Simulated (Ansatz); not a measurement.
# SbAs (model cell, started as layered BN type): from the cell to its phonons, part 2 of 2

Aim: the phonons of SbAs (model cell, started as layered BN type) at a cell relaxed beforehand at this level. After the zone centre comes a 3×3×2 q mesh on a 12×12×6 k mesh.

Ansatz 0.2.0; DFT LDA, scalar-relativistic, plane waves, PAW.

So far. Step 2 (Linear response at the zone centre): Before it was imposed, the acoustic sum rule was missed by 4.9e-5 eV/Å². Small misses are needed for a sound result but don't prove that mesh and cutoff are converged. The lowest optical mode is imaginary, 126.7i cm⁻¹, so the energy falls along it.

The structure was built from a prototype and need not be the compound's stable phase.

**3. Response at finite wavevector (continued)**

Interpolated from a 3×3×2 q mesh. Phonon branches along the path, in cm⁻¹:

```csv
point,branch 1,branch 2,branch 3,branch 4,branch 9,branch 10,branch 11,branch 12
Γ,-127,0,0,0,89,140,140,158
M,-29,45,48,63,108,109,125,140
K,-88,-19,25,56,120,120,141,141
Γ,-127,0,0,0,89,140,140,158
A,35,35,35,35,116,116,131,131
L,47,47,99,99,135,135,154,154
H,14,14,66,66,142,142,156,156
A,35,35,35,35,116,116,131,131
jump to L,47,47,99,99,135,135,154,154
M,-29,45,48,63,108,109,125,140
jump to H,14,14,66,66,142,142,156,156
K,-88,-19,25,56,120,120,141,141
```

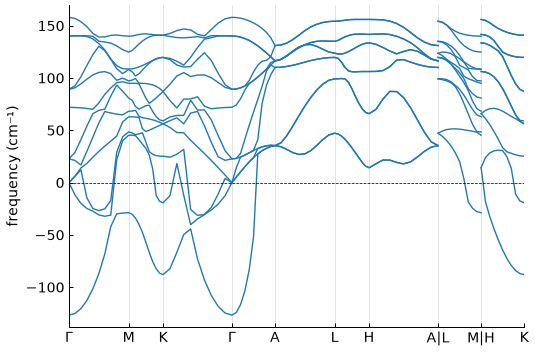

Phonon branches along the path.

The phonon density of states has structure finer than the step of the table below, so its rows give means over 20 cm⁻¹, whole bins alone (the curve runs from -128 to 158 cm⁻¹). Peaks (cm⁻¹: height): 27.5: 0.0561, 112.5: 0.133, 137.5: 0.171.

Tetrahedra on a 15×15×12 mesh, mean over bins of 5 cm-1. Interpolated from a 3×3×2 q mesh. Phonon density of states against wavenumber; means over each step:

```csv
wavenumber (cm⁻¹),phonon density of states (1/cm⁻¹/cell)
-100,0.00166
-80,0.00293
-60,0.00527
-40,0.0127
-20,0.0209
0,0.0149
20,0.0381
40,0.0380
60,0.0407
80,0.0759
100,0.0863
120,0.118
140,0.123
```

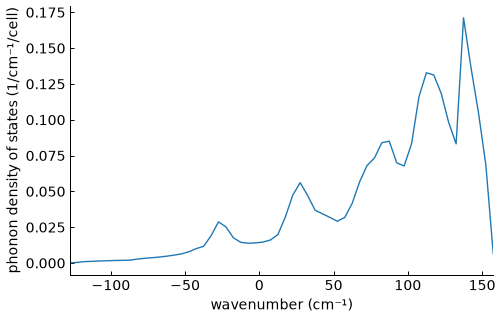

Phonon density of states against wavenumber.

The partial phonon density of states has structure finer than the step of the table below, so its rows give means over 20 cm⁻¹, whole bins alone (the curve runs from -137 to 173 cm⁻¹). Peaks (cm⁻¹: height): As 28.7: 0.0255, 139.7: 0.133; Sb -25.8: 0.0179, 28.7: 0.0344, 81.3: 0.0607, 116.3: 0.0843, 139.7: 0.0422.

Phonopy on the run's constants, 13x13x11 mesh, Gaussian sigma 2.2 cm-1. Interpolated from a 3×3×2 q mesh. The partial phonon density of states by wavenumber; means over each step; values in 1/cm⁻¹/cell:

```csv
wavenumber (cm⁻¹),As,Sb
-120,5.4e-4,3.3e-4
-100,0.00103,6.5e-4
-80,0.00243,8.9e-4
-60,0.00393,0.00112
-40,0.00751,0.00490
-20,0.0109,0.0136
0,0.00361,0.00545
20,0.0162,0.0229
40,0.0144,0.0245
60,0.0128,0.0286
80,0.0235,0.0507
100,0.0330,0.0540
120,0.0555,0.0626
140,0.0963,0.0275
160,0.0183,0.00234
```

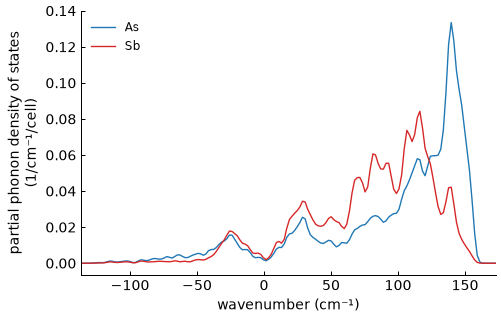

Partial phonon density of states against wavenumber.

Symmetry leaves 6 wavevectors to solve. The lowest mode among them, the acoustic zeros apart, lies at Γ and is imaginary, 126.7i cm⁻¹, so the energy falls along it.

**4. Another isotope**

An isotope changes the mass and not the force constants, so no new electronic calculation is needed; the shifts show which modes move this element.

The same force constants with the mass of Sb changed from 121.760 to 122.904 u (phonopy, no LO-TO term). Both lists are sorted by frequency; levels can cross, so a row need not hold one and the same mode. Modes under 3 cm⁻¹ are left out. Isotope shifts, by row, the first 40 of 45 rows:

```csv
q,rank,natural mass (cm⁻¹),changed mass (cm⁻¹)
0 0 0,1,-126.7,-126.5
0 0 0,5,22.67,22.59
0 0 0,6,22.67,22.59
0 0 0,7,71.96,71.7
0 0 0,8,89.16,89.06
0 0 0,9,89.16,89.06
0 0 0,10,140.2,140
0 0 0,11,140.2,140
0 0 0,12,158,157.8
0 0 -0.5,1,35.41,35.3
0 0 -0.5,2,35.41,35.3
0 0 -0.5,3,35.41,35.3
0 0 -0.5,4,35.41,35.3
0 0 -0.5,5,110.1,109.6
0 0 -0.5,6,110.1,109.6
0 0 -0.5,7,116.4,116.2
0 0 -0.5,8,116.4,116.2
0 0 -0.5,9,116.4,116.2
0 0 -0.5,10,116.4,116.2
0 0 -0.5,11,131,131
0 0 -0.5,12,131,131
0 0.3333 0,1,-52.23,-52.12
0 0.3333 0,2,-31.58,-31.52
0 0.3333 0,3,-21.2,-21.13
0 0.3333 0,4,38.08,37.98
0 0.3333 0,5,67.08,66.83
0 0.3333 0,6,78.65,78.43
0 0.3333 0,7,88.65,88.31
0 0.3333 0,8,105.2,104.9
0 0.3333 0,9,120.9,120.7
0 0.3333 0,10,121,120.9
0 0.3333 0,11,134,133.8
0 0.3333 0,12,140.4,140.2
0 0.3333 -0.5,1,33.81,33.71
0 0.3333 -0.5,2,33.81,33.71
0 0.3333 -0.5,3,86.35,86.03
0 0.3333 -0.5,4,86.35,86.03
0 0.3333 -0.5,5,117.5,117.1
0 0.3333 -0.5,6,117.5,117.1
0 0.3333 -0.5,7,131.1,130.8
```

A mode of this element alone would shift by -0.47 %. The highest zone-centre frequency without the field goes from 158.0 to 157.8 cm⁻¹ (-0.1 %).

**5. Summary of results**

```yaml
space_group_within_0p01_a: P6_3/mmc
volume_per_atom: 29.0 Å³
electronic_character: no gap on this mesh
highest_optical_mode_at_the_zone_centre_no_lo_to_term: 158 cm⁻¹
lowest_optical_zone_centre_mode: -127 cm⁻¹
lowest_mode_on_the_q_mesh_acoustic_modes_at_gamma_apart: -127 cm⁻¹
highest_frequency_on_the_path_or_at_a_solved_wavevector: 158 cm⁻¹
imaginary_modes_on_the_3x3x2_q_mesh: yes
```

What this shows: Modes are clearly imaginary (beyond 10i cm⁻¹) at 3 of the 6 irreducible wavevectors, most at Γ (126.7i cm⁻¹), so this structure is not a minimum of the energy. The optical modes at Γ span -127 to 158 cm⁻¹ (negative means imaginary). The highest mode in this list at Γ, 158.0 cm⁻¹, is mostly motion of As (75 % of the kinetic energy). With no gap, or one that is small against the smearing, the frequencies hang on the k mesh and the smearing, most of all near Kohn anomalies. Spin-orbit coupling is left out, which can matter for the heavy elements here. A phonon run warned that its eigensolver left some bands unconverged in a pass. The starting cell was built on a prototype and not taken from a measurement, so the phase need not exist. These are harmonic frequencies at zero temperature: anharmonic shifts, linewidths and thermal expansion are left out.

[Logs are printed without paths, hosts, clocks, repeated set-up lines and the standing remarks that a program may print on its own settings, such as how far it seeks lower states.]

[Hosts, paths, dates, database ids (printed as entryN), source tags and the programs' standing remarks are cut or masked in the printed files.]
